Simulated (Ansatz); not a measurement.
# Geometry relaxation of C₂H₈AlNO₂ (part 3 of 3)

The same run, continued: C₂H₈AlNO₂, SMILES C[C](N)(O)[AlH][OH]; RKS BHLYP-D4/6-31G (Ansatz 0.2.0). It belongs to a series of runs on one base structure; here: end point A relaxed.

Geometry of the input (Å):
```
C  -0.4625  -0.9149  1.2795
C  0.2703  -0.3183  0.0761
N  1.6335  -0.0863  0.4624
O  0.2848  -1.2336  -0.9809
Al -0.5664  1.4312  -0.5040
O  -1.2495  1.6404  -2.1805
H  -0.0535  -1.8401  1.5934
H  -1.5352  -1.0205  0.9826
H  -0.4643  -0.1488  2.1688
H  2.1117  -1.0102  0.7127
H  2.1840  0.3145  -0.3116
H  0.7493  -0.8629  -1.7196
H  -0.6982  2.6783  0.5320
H  -2.2171  1.3418  -2.0821
```

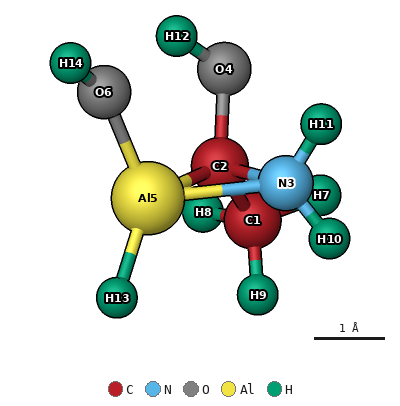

Fig. 1: The geometry at step 25 of the log (ball-and-stick view, seen at a tilt; atoms are numbered from 1 in the order of the input).

**Trajectory as extended XYZ, continued**
```
14
Properties=species:S:1:pos:R:3:forces:R:3 step=19 energy=-14379.03576
C    -0.2926   -1.0778    1.4750   -0.0911  -0.1451  -0.0362
C    -0.1333   -0.5302    0.0816   -0.4384  -0.0740   0.3812
N     1.1663    0.2834    0.0271    1.3603   0.1016  -0.2478
O    -0.0999   -1.6100   -0.8368   -0.0818   0.2923  -0.5336
Al   -0.5527    1.3482   -0.3361    0.1128  -0.1748  -0.1832
O    -0.5081    1.5609   -2.0545   -0.0181   0.0840   0.1084
H     0.4791   -1.8253    1.6857   -0.0687   0.0894  -0.0341
H    -1.2612   -1.5632    1.5614    0.0785   0.0341   0.0319
H    -0.2374   -0.2901    2.2268   -0.0049  -0.0722  -0.0783
H     1.8304    0.1692    0.8125   -0.7086   0.1039  -0.8492
H     1.6465    0.1454   -0.8774   -0.3281   0.1049   0.9219
H    -0.4332   -1.3200   -1.7053    0.1386  -0.2221   0.4529
H    -1.0521    2.4483    0.6948    0.0589  -0.0156  -0.0226
H    -0.5650    2.2318   -2.7258   -0.0095  -0.1066   0.0888
14
Properties=species:S:1:pos:R:3:forces:R:3 step=20 energy=-14378.90348 accepted=F
C    -0.2811   -1.1516    1.4608   -0.2076   0.4848   0.2666
C    -0.2255   -0.4180    0.1438    1.9425  -2.7027  -0.0006
N     1.1573    0.3665    0.0685    0.0136   0.0427   0.1803
O    -0.0031   -1.4428   -0.8612   -1.1453   0.3236  -0.3638
Al   -0.5087    1.3677   -0.4048   -0.1735   1.6336   0.2511
O    -0.5665    1.5131   -2.1047   -0.0801   0.0211  -0.3150
H     0.5095   -1.9090    1.5284   -0.1616   0.2747  -0.1936
H    -1.2352   -1.6565    1.5707   -0.0273   0.0147  -0.0235
H    -0.1740   -0.4519    2.2912   -0.0676  -0.1237   0.0148
H     1.7112    0.2946    0.9125   -0.1025   0.3160  -0.1794
H     1.6859    0.0313   -0.7351   -0.2455   0.0482   0.3589
H    -0.5741   -1.2713   -1.6264    0.2787  -0.1557   0.0759
H    -0.9144    2.5480    0.5916   -0.0048  -0.0821  -0.0953
H    -0.5943    2.1504   -2.8066   -0.0189  -0.0952   0.0235
14
Properties=species:S:1:pos:R:3:forces:R:3 step=21 energy=-14379.09646
C    -0.3057   -1.1062    1.4742    0.2778   0.0047  -0.1098
C    -0.1365   -0.5184    0.1012   -0.3155  -0.2219  -0.1724
N     1.1830    0.3263    0.0318    0.3466  -0.2437  -0.0877
O    -0.0715   -1.5659   -0.8657    0.0252   0.2239   0.1755
Al   -0.5060    1.3474   -0.3532   -0.0958   0.1836  -0.0509
O    -0.5375    1.5390   -2.0664   -0.0040  -0.0477   0.0916
H     0.4735   -1.8480    1.6578   -0.0453  -0.0349   0.0686
H    -1.2696   -1.5968    1.5558    0.0117   0.0192  -0.0611
H    -0.2506   -0.3385    2.2437   -0.0101  -0.0251  -0.0189
H     1.8005    0.2598    0.8320   -0.1479   0.0811  -0.1293
H     1.6901    0.1092   -0.8232   -0.1113   0.0358   0.2958
H    -0.5007   -1.3007   -1.6884    0.0451   0.0123   0.0727
H    -0.9764    2.4655    0.6724    0.0452  -0.0057  -0.0110
H    -0.6057    2.1979   -2.7431   -0.0218   0.0183  -0.0630
14
Properties=species:S:1:pos:R:3:forces:R:3 step=22 energy=-14379.11798
C    -0.2946   -1.1283    1.4632   -0.0718   0.0572  -0.0270
C    -0.1552   -0.5011    0.1066    0.2268  -0.1979   0.1433
N     1.1860    0.3321    0.0559   -0.0665   0.0109  -0.2363
O    -0.0638   -1.5210   -0.8768   -0.1084   0.0725  -0.0129
Al   -0.4980    1.3681   -0.3644    0.0457   0.0965   0.0443
O    -0.5832    1.5100   -2.0790   -0.0188   0.0172   0.0050
H     0.4760   -1.8820    1.6288    0.0069   0.0143  -0.0408
H    -1.2615   -1.6131    1.5339   -0.0291  -0.0368   0.0258
H    -0.2367   -0.3813    2.2520   -0.0006  -0.0166   0.0004
H     1.7644    0.3072    0.8799   -0.0430   0.0387   0.0846
H     1.7218    0.0652   -0.7588    0.0082   0.0009   0.0545
H    -0.5111   -1.2538   -1.6879    0.0426   0.0090  -0.0171
H    -0.9016    2.5207    0.6524    0.0131  -0.0201  -0.0335
H    -0.6556    2.1479   -2.7771   -0.0051  -0.0457   0.0097
14
Properties=species:S:1:pos:R:3:forces:R:3 step=23 energy=-14379.13386
C    -0.2994   -1.1541    1.4557   -0.0462   0.0722  -0.0231
C    -0.1547   -0.4833    0.1221    0.1875  -0.0579   0.1625
N     1.1986    0.3449    0.0737    0.0643  -0.0527  -0.2192
O    -0.0645   -1.4633   -0.8957   -0.1364  -0.0308  -0.1202
Al   -0.4645    1.3896   -0.3669   -0.0490   0.0501  -0.0031
O    -0.6455    1.4544   -2.0829    0.0230   0.0595   0.0097
H     0.4623   -1.9207    1.5978    0.0313   0.0106  -0.0360
H    -1.2704   -1.6336    1.5094   -0.0326  -0.0222   0.0120
H    -0.2378   -0.4343    2.2691    0.0026  -0.0207  -0.0046
H     1.7331    0.3685    0.9287   -0.0291   0.0434  -0.0066
H     1.7703    0.0211   -0.6990   -0.0843   0.0499   0.1889
H    -0.4964   -1.1588   -1.7035    0.0405   0.0213   0.0092
H    -0.8035    2.5817    0.6304    0.0141  -0.0295  -0.0669
H    -0.7406    2.0586   -2.8101    0.0143  -0.0933   0.0975
14
Properties=species:S:1:pos:R:3:forces:R:3 step=24 energy=-14379.14440
C    -0.2923   -1.2038    1.4449   -0.0364   0.0264  -0.0613
C    -0.1628   -0.4567    0.1509    0.0696   0.1064   0.1727
N     1.2035    0.3671    0.1043    0.4970  -0.2932  -0.0590
O    -0.1091   -1.3634   -0.9361   -0.1046   0.0362  -0.1508
Al   -0.4362    1.4177   -0.3658   -0.0932   0.1074   0.0238
O    -0.7096    1.3464   -2.0741    0.0153   0.1207  -0.1365
H     0.4635   -1.9875    1.5279   -0.0116   0.0666  -0.0264
H    -1.2683   -1.6778    1.4832    0.0031   0.0005   0.0192
H    -0.2118   -0.5344    2.3024    0.0014  -0.0760  -0.1103
H     1.6680    0.4861    1.0043   -0.1662  -0.0835  -0.4644
H     1.8324   -0.0453   -0.5898   -0.3130   0.2932   0.4466
H    -0.4999   -0.9679   -1.7336    0.0963   0.0022   0.2241
H    -0.6667    2.7014    0.5604   -0.0040  -0.1416  -0.1448
H    -0.8240    1.8886   -2.8502    0.0463  -0.1652   0.2672
14
Properties=species:S:1:pos:R:3:forces:R:3 step=25 energy=-14379.16019
C    -0.2922   -1.2049    1.4458    0.0311   0.0524  -0.0201
C    -0.1610   -0.4519    0.1564   -0.0123   0.0413   0.1585
N     1.2039    0.3617    0.1008    0.2068  -0.0622   0.0269
O    -0.1260   -1.3592   -0.9296   -0.0432   0.0006  -0.0995
Al   -0.4450    1.4202   -0.3583   -0.0245   0.0399   0.1773
O    -0.6876    1.3361   -2.0642    0.0022   0.0198  -0.1506
H     0.4638   -1.9893    1.5211   -0.0284   0.0512  -0.0192
H    -1.2695   -1.6762    1.4871    0.0176   0.0130   0.0013
H    -0.2036   -0.5398    2.3048   -0.0070  -0.0646  -0.0707
H     1.6851    0.4640    0.9869   -0.0930  -0.0306  -0.1957
H     1.8206   -0.0260   -0.6048   -0.1143   0.0882   0.1487
H    -0.4986   -0.9457   -1.7229    0.0292   0.0197   0.0547
H    -0.7065    2.7083    0.5459    0.0198  -0.1058  -0.0979
H    -0.7963    1.8731   -2.8402    0.0159  -0.0630   0.0862
14
Properties=species:S:1:pos:R:3:forces:R:3 step=26 energy=-14379.17092
C    -0.2834   -1.2281    1.4434    0.0327   0.0389  -0.0193
C    -0.1723   -0.4313    0.1810    0.0176  -0.0705  -0.0116
N     1.1986    0.3701    0.1163   -0.0450   0.0425   0.0319
O    -0.1680   -1.2989   -0.9417   -0.0264  -0.0002   0.0319
Al   -0.4492    1.4334   -0.3450    0.0268   0.0782   0.0992
O    -0.6779    1.2711   -2.0533   -0.0133  -0.0370  -0.0355
H     0.4721   -2.0165    1.4734   -0.0545   0.0544  -0.0099
H    -1.2619   -1.6964    1.4859    0.0172   0.0003   0.0026
H    -0.1750   -0.5966    2.3246   -0.0061  -0.0469  -0.0658
H     1.6727    0.4776    0.9990    0.0173   0.0178   0.0485
H     1.8169   -0.0203   -0.5778    0.0103  -0.0358  -0.0663
H    -0.5139   -0.8271   -1.7170    0.0214   0.0104   0.0257
H    -0.6941    2.7616    0.4923    0.0008  -0.0572  -0.0527
H    -0.7777    1.7720   -2.8524    0.0011   0.0052   0.0212
14
Properties=species:S:1:pos:R:3:forces:R:3 step=27 energy=-14379.17205
C    -0.2851   -1.2325    1.4372    0.0318   0.0219   0.0170
C    -0.1704   -0.4234    0.1858   -0.0472  -0.0891   0.0264
N     1.2042    0.3724    0.1239   -0.0099   0.0398  -0.0227
O    -0.1767   -1.2830   -0.9421    0.0226   0.0447   0.0202
Al   -0.4390    1.4429   -0.3345   -0.0425  -0.0037   0.0107
O    -0.6853    1.2450   -2.0396    0.0246  -0.0192  -0.0416
H     0.4637   -2.0261    1.4553   -0.0226   0.0250  -0.0022
H    -1.2658   -1.6955    1.4764    0.0025   0.0050  -0.0010
H    -0.1699   -0.6136    2.3247   -0.0047  -0.0228  -0.0206
H     1.6791    0.4816    1.0065    0.0155  -0.0102   0.0280
H     1.8175   -0.0246   -0.5720    0.0282  -0.0043  -0.0259
H    -0.4992   -0.7902   -1.7156   -0.0178   0.0031   0.0078
H    -0.6943    2.7842    0.4685    0.0201  -0.0125  -0.0042
H    -0.7919    1.7332   -2.8455   -0.0007   0.0223   0.0081
14
Properties=species:S:1:pos:R:3:forces:R:3 step=28 energy=-14379.17270
C    -0.2834   -1.2338    1.4395    0.0107  -0.0007   0.0086
C    -0.1739   -0.4270    0.1876   -0.0169  -0.0205   0.0015
N     1.1986    0.3748    0.1227    0.0025   0.0065   0.0018
O    -0.1785   -1.2849   -0.9402   -0.0044   0.0173   0.0049
Al   -0.4490    1.4380   -0.3341    0.0297   0.0196  -0.0217
O    -0.6752    1.2471   -2.0437   -0.0073  -0.0394   0.0033
H     0.4675   -2.0241    1.4556    0.0011  -0.0041   0.0030
H    -1.2621   -1.7003    1.4815   -0.0048   0.0022  -0.0001
H    -0.1679   -0.6153    2.3260   -0.0015   0.0024   0.0024
H     1.6769    0.4815    1.0046    0.0021  -0.0081  -0.0054
H     1.8109   -0.0165   -0.5786   -0.0010   0.0053   0.0057
H    -0.5086   -0.7925   -1.7105    0.0044  -0.0105  -0.0199
H    -0.6912    2.7817    0.4644   -0.0127   0.0088   0.0170
H    -0.7773    1.7420   -2.8460   -0.0020   0.0213  -0.0012
14
Properties=species:S:1:pos:R:3:forces:R:3 step=29 energy=-14379.17294
C    -0.2840   -1.2313    1.4401    0.0030  -0.0040  -0.0042
C    -0.1729   -0.4277    0.1860   -0.0132  -0.0054  -0.0140
N     1.2003    0.3739    0.1216    0.0034   0.0121   0.0055
O    -0.1761   -1.2869   -0.9407   -0.0043   0.0016   0.0033
Al   -0.4462    1.4379   -0.3358    0.0084   0.0066   0.0074
O    -0.6758    1.2488   -2.0450   -0.0002  -0.0197  -0.0169
H     0.4654   -2.0229    1.4594    0.0015  -0.0036   0.0019
H    -1.2638   -1.6957    1.4824   -0.0019  -0.0007   0.0009
H    -0.1689   -0.6106    2.3252    0.0007   0.0042   0.0005
H     1.6791    0.4770    1.0035    0.0035   0.0005  -0.0023
H     1.8124   -0.0161   -0.5805   -0.0012  -0.0016   0.0007
H    -0.5058   -0.7979   -1.7133    0.0022  -0.0034   0.0017
H    -0.6966    2.7758    0.4717   -0.0024   0.0047   0.0017
H    -0.7803    1.7464   -2.8458    0.0007   0.0088   0.0136
14
Properties=species:S:1:pos:R:3:forces:R:3 step=30 energy=-14379.17300
C    -0.2839   -1.2309    1.4399   -0.0054  -0.0031  -0.0022
C    -0.1735   -0.4280    0.1853   -0.0063  -0.0039  -0.0086
N     1.2004    0.3741    0.1215    0.0076   0.0068  -0.0013
O    -0.1763   -1.2877   -0.9407    0.0028  -0.0051   0.0126
Al   -0.4455    1.4381   -0.3358    0.0019   0.0007   0.0065
O    -0.6747    1.2482   -2.0452    0.0058  -0.0337   0.0219
H     0.4647   -2.0232    1.4597    0.0031  -0.0021  -0.0006
H    -1.2641   -1.6944    1.4831   -0.0009  -0.0014   0.0015
H    -0.1681   -0.6094    2.3242    0.0012   0.0034   0.0031
H     1.6800    0.4762    1.0033   -0.0005  -0.0010  -0.0050
H     1.8120   -0.0157   -0.5812   -0.0030   0.0027   0.0041
H    -0.5053   -0.7997   -1.7139   -0.0030   0.0067  -0.0058
H    -0.6989    2.7754    0.4726    0.0004   0.0017  -0.0017
H    -0.7800    1.7476   -2.8440   -0.0038   0.0284  -0.0243
14
Properties=species:S:1:pos:R:3:forces:R:3 step=31 energy=-14379.17307
C    -0.2839   -1.2312    1.4399   -0.0087  -0.0011   0.0016
C    -0.1746   -0.4285    0.1852    0.0025   0.0007  -0.0052
N     1.2003    0.3748    0.1216    0.0050  -0.0008  -0.0042
O    -0.1774   -1.2880   -0.9405    0.0019  -0.0026   0.0034
Al   -0.4451    1.4382   -0.3351   -0.0022  -0.0018   0.0039
O    -0.6725    1.2460   -2.0452    0.0007  -0.0058  -0.0085
H     0.4641   -2.0240    1.4593    0.0038  -0.0012  -0.0020
H    -1.2645   -1.6940    1.4847    0.0005  -0.0008   0.0003
H    -0.1666   -0.6091    2.3236    0.0013   0.0020   0.0055
H     1.6810    0.4753    1.0029   -0.0031  -0.0015  -0.0042
H     1.8110   -0.0143   -0.5824   -0.0035   0.0042   0.0047
H    -0.5047   -0.7996   -1.7144   -0.0010   0.0047   0.0014
H    -0.7014    2.7761    0.4717    0.0021  -0.0007  -0.0031
H    -0.7790    1.7489   -2.8426    0.0008   0.0047   0.0065
```

**Summary**

| quantity | value |
| --- | --- |
| outcome | converged |
| total energy | −14379.1732 eV |
| mean-field energy | −14378.8202 eV |
| largest force (length of the vector) at the end | 0.010 eV/Å |
| hardware | 1 thread of Arm Neoverse V2, 24 GiB of memory available, shared host |
| wall time | 2.6 min |
| peak memory | 0.18 GiB |
